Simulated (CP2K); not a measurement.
# SnNH3F (SMILES [NH2][SnH][F]) at GFN1-xTB

What is the vertical doublet–quartet gap of SnNH3F at GFN1-xTB? 

The calculation is run with CP2K 2026.2.

1 further run of the same task is left out (set aside as unsound or not needed).

## (1) The structure to begin with

The species is SnNH3F (6 atoms), meant as a doublet with charge 0. As SMILES, `[NH2][SnH][F]`. The coordinates come from a PBE0-D4/def2-TZVP relaxation. This is one conformer, not always the lowest.

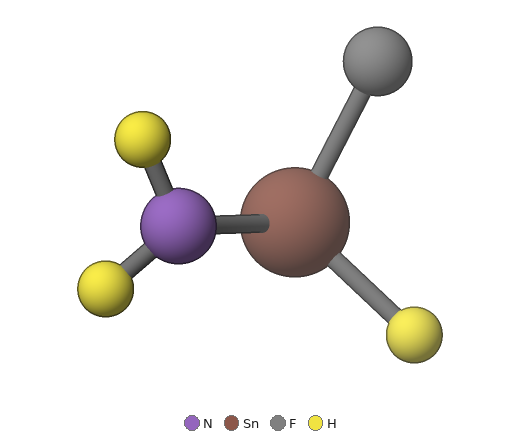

Viewed from a chosen angle; nitrogen purple, tin brown, fluorine grey, hydrogen yellow.

## (2) Energy and forces at GFN1-xTB

calc.inp reads:

```
&FORCE_EVAL
 METHOD QS
 &DFT
  MULTIPLICITY 2
  LSD T
  &QS
   METHOD XTB
   EPS_DEFAULT 1.0E-10
   &XTB
    GFN_TYPE 1
    CHECK_ATOMIC_CHARGES F
   &END
  &END
  # no periodic images
  &POISSON
   PERIODIC NONE
   POISSON_SOLVER ANALYTIC
  &END
  &SCF
   SCF_GUESS ATOMIC
   EPS_SCF 1.0E-06
   MAX_SCF 30
   &OT
    MINIMIZER DIIS
    PRECONDITIONER FULL_ALL
   &END
   &OUTER_SCF
    EPS_SCF 1.0E-06
    MAX_SCF 5
   &END
  &END
  &PRINT
   &MOMENTS
    PERIODIC F
    REFERENCE COM
    MAX_MOMENT 1
   &END
   &MO_CUBES
    NLUMO 5
    NHOMO -1
    WRITE_CUBE F
   &END
   &HIRSHFELD OFF
   &END
  &END
 &END
 # atoms, cell and kinds
 &SUBSYS
  # box in angstrom
  &CELL
   ABC 13.6 11.2 13.8
   PERIODIC NONE
  &END
  &COORD
   N     -0.572300     0.218600    -0.844500
   Sn     0.196000    -0.531800     0.883000
   F      2.076100    -0.368700     0.452600
   H     -0.046400    -0.061900    -1.664800
   H     -1.552900     0.032100    -1.016500
   H     -0.058500     0.647800     2.143900
  &END
  &TOPOLOGY
   &CENTER_COORDINATES
   &END
  &END
 &END
 # extra output
 &PRINT
  &FORCES ON
  &END
 &END
&END

&GLOBAL
 PROJECT_NAME calc
 RUN_TYPE ENERGY_FORCE
 PRINT_LEVEL MEDIUM
&END
```

Run with:

```bash
$ OMP_NUM_THREADS=1 cp2k.psmp -i calc.inp -o calc.out
```

The log of the run:

```text
CP2K| version string:                                       CP2K version 2026.2
[...]
 GLOBAL| Method name                                                        CP2K
[...]
 GLOBAL| Run type                                                   ENERGY_FORCE
[...]
                             - Atoms:                                          6
[...]
                             - Spherical basis functions:                     23
[...]
 Number of electrons:                                                         10
[...]
     1 OT DIIS     0.15E+00    0.1     0.05750021       -12.3133184987 -1.23E+01
[...]
    13 OT DIIS     0.15E+00    0.0     0.00000065       -12.4363554632 -1.61E-10
  *** SCF run converged in    13 steps ***
[...]
 TB_DIPOLE| Moment [Debye]         -3.46288650      -0.90156970       0.13230235
 TB_DIPOLE| Derivative [a.u.]       0.00000000       0.00000000       0.00000000
[...]
 ENERGY| Total FORCE_EVAL ( QS ) energy [hartree]            -12.436355463252379
 FORCES| Atomic forces [hartree/bohr]
 FORCES|   Atom     x               y               z               |f|
 FORCES|      1 -1.07821830E-02  1.06263954E-02 -2.66967774E-02   3.06902863E-02
 FORCES|      2 -2.83706982E-03 -3.37865595E-02  1.46656085E-02   3.69413134E-02
 FORCES|      3  9.13521647E-03  5.65461383E-03 -1.12906792E-03   1.08028529E-02
 FORCES|      4 -3.54026242E-03  2.46597909E-03  6.26587422E-03   7.60760742E-03
 FORCES|      5  6.97814909E-03  7.60940573E-04  2.23261419E-03   7.36601394E-03
 FORCES|      6  1.04614972E-03  1.42786305E-02  4.66174847E-03   1.50567466E-02
 FORCES| Sum    -8.69530142E-17  6.59194921E-17  1.25767452E-16
 FORCES| Total atomic force                                       1.66504228E-16
[...]
```

It took 2 s on 1 thread of AMD EPYC 7R43 (Zen 3), shared host; peak memory 0.19 GiB.

## (3) The quartet at the same level

molecule.inp reads:

```
&GLOBAL
  PROJECT molecule
  RUN_TYPE ENERGY_FORCE
  PRINT_LEVEL MEDIUM
&END GLOBAL

&FORCE_EVAL
  METHOD Quickstep
  &DFT
    MULTIPLICITY 4
    UKS T
    &QS
      METHOD XTB
      EPS_DEFAULT 1.0E-10
      &XTB
        GFN_TYPE 1
        CHECK_ATOMIC_CHARGES F
      &END XTB
    &END QS
    &POISSON
      PERIODIC NONE
      POISSON_SOLVER ANALYTIC
    &END POISSON
    &SCF
      SCF_GUESS ATOMIC
      EPS_SCF 1.0E-06
      MAX_SCF 40
      &OT
        MINIMIZER CG
        PRECONDITIONER FULL_SINGLE_INVERSE
      &END OT
      &OUTER_SCF
        EPS_SCF 1.0E-06
        MAX_SCF 8
      &END OUTER_SCF
    &END SCF
    &PRINT
      &MOMENTS
        PERIODIC F
        REFERENCE COM
        MAX_MOMENT 1
      &END MOMENTS
      &MO_CUBES
        NLUMO 1
        NHOMO -1
        WRITE_CUBE F
      &END MO_CUBES
      &HIRSHFELD OFF
      &END HIRSHFELD
    &END PRINT
  &END DFT
  &SUBSYS
    &CELL
      ABC 13.6 11.2 13.8
      PERIODIC NONE
    &END CELL
    &COORD
      N     -0.572300     0.218600    -0.844500
      Sn     0.196000    -0.531800     0.883000
      F      2.076100    -0.368700     0.452600
      H     -0.046400    -0.061900    -1.664800
      H     -1.552900     0.032100    -1.016500
      H     -0.058500     0.647800     2.143900
    &END COORD
    &TOPOLOGY
      &CENTER_COORDINATES
      &END CENTER_COORDINATES
    &END TOPOLOGY
  &END SUBSYS
  &PRINT
    &FORCES ON
    &END FORCES
  &END PRINT
&END FORCE_EVAL
```

Run with:

```bash
$ OMP_NUM_THREADS=1 cp2k.psmp molecule.inp > molecule.out
```

The log of the run:

```text
CP2K| version string:                                       CP2K version 2026.2
[...]
 GLOBAL| Method name                                                        CP2K
[...]
 GLOBAL| Run type                                                   ENERGY_FORCE
[...]
                             - Atoms:                                          6
[...]
                             - Spherical basis functions:                     23
[...]
 Number of electrons:                                                         11
[...]
     1 OT CG       0.80E-01    0.1     0.03901631       -12.0819335850 -1.21E+01
[...]
    32 OT CG       0.18E+00    0.0     0.00000079       -12.1661456900 -5.01E-11
  *** SCF run converged in    32 steps ***
[...]
 TB_DIPOLE| Moment [Debye]         -3.07996706       0.30540821      -0.22564818
 TB_DIPOLE| Derivative [a.u.]       0.00000000       0.00000000       0.00000000
[...]
 ENERGY| Total FORCE_EVAL ( QS ) energy [hartree]            -12.166145690032947
 FORCES| Atomic forces [hartree/bohr]
 FORCES|   Atom     x               y               z               |f|
 FORCES|      1 -5.46392889E-03  2.60744656E-02 -7.14454680E-02   7.62508175E-02
 FORCES|      2 -3.36410162E-02 -5.85255328E-02  8.09066935E-02   1.05370058E-01
 FORCES|      3  3.80891841E-02  1.43708899E-02 -2.49534124E-02   4.77491488E-02
 FORCES|      4 -2.50041095E-03  4.43323006E-03  3.26931235E-04   5.10024193E-03
 FORCES|      5  4.09308083E-03 -8.51185954E-05  8.78253645E-03   9.68986596E-03
 FORCES|      6 -5.76908903E-04  1.37320659E-02  6.38271917E-03   1.51539289E-02
 FORCES| Sum    -1.51679884E-16  1.73472348E-17 -1.06685494E-16
 FORCES| Total atomic force                                       1.86251197E-16
[...]
```

Wall time 2.9 s (1 thread of AMD EPYC 7R43 (Zen 3), shared host); peak memory 0.19 GiB.

## (4) Outcome

At GFN1-xTB:

| quantity | value |
| --- | --- |
| doublet: total energy | -12.43636 Eh |
| doublet: dipole moment (from atomic charges alone) | 3.58 D |
| doublet: HOMO energy (highest over α and β) | -10.43 eV |
| doublet: dispersion energy | -3.32 kJ/mol |
| doublet: largest force on an atom | 1.900 eV/Å |
| quartet: total energy | -12.16615 Eh |
| quartet: dipole moment (from atomic charges alone) | 3.10 D |
| quartet: HOMO energy (highest over α and β) | -4.85 eV |
| quartet: dispersion energy | -3.32 kJ/mol |
| quartet: largest force on an atom | 5.418 eV/Å |
| vertical energy of the quartet above the doublet | 7.353 eV |

What this shows: The method runs without spin polarisation, so open shells lack the exchange term that lowers high spin: such gaps come out too high and can have the wrong sign. The largest force (doublet) is 1.90 eV/Å: the shape isn't a stationary point for this species at this level. At this shape the quartet lies 7.35 eV (709 kJ/mol) above the doublet. The dipole (doublet) comes from point charges on the atoms alone, without atomic dipoles, so it is partial. The dipole (quartet) comes from point charges on the atoms alone, without atomic dipoles, so it is partial.
